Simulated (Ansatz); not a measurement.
## Phonon calculation of CH7FSi2

System: CH7FSi2.
Method: RHF/6-31G* (Ansatz 0.2.0).

It belongs to a series of runs on one base structure; here: vibrations at the highest image of the band. Figures and captions count atoms from 1; the log counts them from 0 in places.

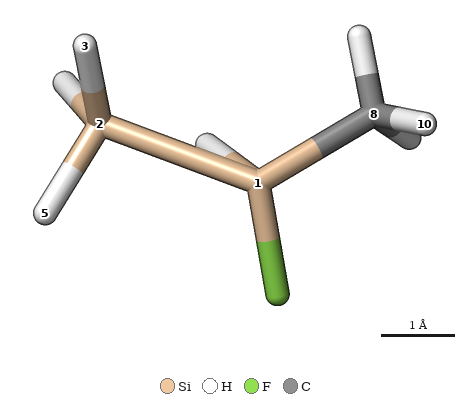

**Figure 1.** The input geometry (stick view, seen on its broad side; atoms are numbered from 1 in the order of the input).

Input file
```yaml
crystal:
  periodic: [false, false, false]
  atoms:
    - { symbol: Si, position_ang: [-0.322026, 0.100609, 0.225199] }
    - { symbol: Si, position_ang: [1.127788, 0.015065, 2.123542] }
    - { symbol: H, position_ang: [0.24879, -0.503657, 3.185538] }
    - { symbol: H, position_ang: [2.401737, -0.721643, 2.299706] }
    - { symbol: H, position_ang: [1.445659, 1.446429, 2.217772] }
    - { symbol: H, position_ang: [1.189079, -0.571411, 0.491357] }
    - { symbol: F, position_ang: [0.105891, 1.185738, -0.889198] }
    - { symbol: C, position_ang: [-0.921643, -1.43179, -0.709014] }
    - { symbol: H, position_ang: [-0.888507, -2.301771, -0.058558] }
    - { symbol: H, position_ang: [-1.953922, -1.293911, -1.016391] }
    - { symbol: H, position_ang: [-0.331147, -1.637655, -1.594452] }
basis:
  gaussian: { orbitals: "6-31G*" }
hamiltonian:
  xc: hf
phonons: {}
```

Machine: 1 thread of Arm Neoverse V1, 24 GiB of memory available, shared host.

Command:
```bash
ansatz run input.yaml --threads 1 --pin off --max-ram 2048MiB --backend cpu --events-out ev --progress --plain --runs-dir out
```

Log
```
Engine: ansatz 0.2.0, aarch64-unknown-linux-gnu
Functional definition: HF
  exchange = exact_x
  correlation = 0
884 factors; integrals over basis functions are off by at most 7.0e-4 eV
mean field evaluation 1: about -19566.8961 eV, gradient 3.1e1 eV
mean field evaluation 2: about -19566.9659 eV, gradient 3.1e1 eV
mean field evaluation 4: about -19569.5222 eV, gradient 3.1e0 eV
mean field evaluation 8: about -19569.5671 eV, gradient 2.4e-1 eV
mean field -19569.56760428 eV, -719.1683447281 hartree, gradient 2.4e-5 eV, S^2 0.000000; 0 other end points of the search recorded, 0 dependent functions left out
the calculation of the forces begins
reference -19569.56760428 eV, -719.1683447281 hartree; 25, 25 occupied and 57, 57 virtual orbitals, 884 factors
these checks for a lower state are left out or cut short: stability, starts, cluster_reference, orbital_swaps, neighbouring_geometries, increment
884 factors; integrals over basis functions are off by at most 7.0e-4 eV
mean field evaluation 16: about -19569.5676 eV, gradient 8.7e-5 eV
mean field -19569.56759809 eV, -719.1683445006 hartree, gradient 1.3e-6 eV, S^2 0.000000; 0 other end points of the search recorded, 0 dependent functions left out
[... from here on the field's lines of each further geometry are left out, up to the last ...]
the calculation of the forces begins
reference -19569.56752044 eV, -719.1683416469 hartree; 25, 25 occupied and 57, 57 virtual orbitals, 884 factors
these checks for a lower state are left out or cut short: stability, starts, cluster_reference, orbital_swaps, neighbouring_geometries, increment
884 factors; integrals over basis functions are off by at most 7.0e-4 eV
mean field -19569.56752542 eV, -719.1683418297 hartree, gradient 2.2e-6 eV, S^2 0.000000; 0 other end points of the search recorded, 0 dependent functions left out
the calculation of the forces begins
reference -19569.56752542 eV, -719.1683418297 hartree; 25, 25 occupied and 57, 57 virtual orbitals, 884 factors
WARN: phonons: modes at or below zero, which the zero-point energy, F, S and C_V leave out: 2, the lowest at -577.19 cm⁻¹. A minimum has none, and a first-order saddle one
Total energy: -19569.56760428 eV, -719.1683447281 hartree
Atom 0 at    -0.322026     0.100609     0.225199 Å, force     0.008393     0.009963     0.001383 eV/Å
Atom 1 at     1.127788     0.015065     2.123542 Å, force    -0.011626    -0.008182     0.003418 eV/Å
Atom 2 at     0.248790    -0.503657     3.185538 Å, force     0.007848     0.006378     0.010889 eV/Å
Atom 3 at     2.401737    -0.721643     2.299706 Å, force    -0.004914    -0.004001    -0.000610 eV/Å
Atom 4 at     1.445659     1.446429     2.217772 Å, force    -0.003992    -0.002953    -0.008882 eV/Å
Atom 5 at     1.189079    -0.571411     0.491357 Å, force     0.002725     0.005451    -0.011199 eV/Å
Atom 6 at     0.105891     1.185738    -0.889198 Å, force    -0.002979    -0.005132     0.007264 eV/Å
Atom 7 at    -0.921643    -1.431790    -0.709014 Å, force     0.003135     0.002036    -0.000019 eV/Å
Atom 8 at    -0.888507    -2.301771    -0.058558 Å, force    -0.000179     0.000472    -0.000007 eV/Å
Atom 9 at    -1.953922    -1.293911    -1.016391 Å, force     0.001588    -0.001859    -0.001341 eV/Å
Atom 10 at    -0.331147    -1.637655    -1.594452 Å, force     0.000001    -0.002174    -0.000896 eV/Å
Dipole moment:    -0.083678    -0.295427     0.186433 e Å
Vibrations: -577.19 -125.41 139.22 180.26 230.85 372.56 468.46 621.21 700.72 744.23 856.79 885.69 921.30 939.05 1040.43 1130.50 1266.53 1450.65 1597.28 1613.89 1673.53 2322.63 2379.67 2416.31 3197.50 3264.43 3288.02 cm⁻¹, zero-point energy 2.089241 eV
```

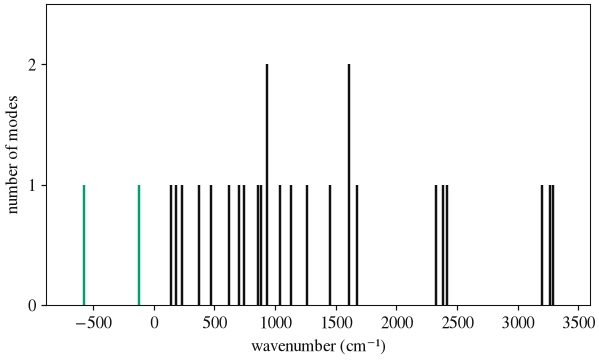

**Figure 2.** Harmonic vibrational wavenumbers from the force constants; neighbouring modes closer than 18 cm⁻¹ are counted in one stick, and imaginary ones are drawn at negative wavenumbers. 27 modes from 577i to 3288 cm⁻¹, 2 imaginary beyond 8i (577i, 125i cm⁻¹): not a minimum.

Key numbers

| quantity | value |
| --- | --- |
| outcome | converged |
| total energy | −19569.5676 eV |
| mean-field energy | −19569.5676 eV |
| largest force (length of the vector) | 0.015 eV/Å |
| wall time | 93 s |
| peak memory | 0.15 GiB |
